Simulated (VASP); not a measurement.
Band structure of Pt (fcc). All values below come from PBE GGA with D4 dispersion, VASP's PBE PAW potentials (set 64) (plane waves; VASP 6.6.1).

Unless said otherwise, spin-orbit coupling is left out, though it shifts the bands of the heavy elements here.

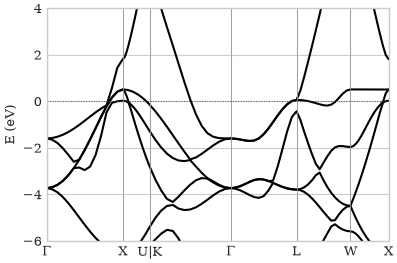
Figure. Bands along high-symmetry lines, zero at the valence-band maximum or, without a gap, the Fermi level

Problem. Read the plot: is there a gap, and where are the band edges?

Solution. It has no gap at this level: it comes out as a metal or semimetal. (Edges off the drawn lines would not show.)

The compound is Pt in the fcc structure. It was relaxed first.
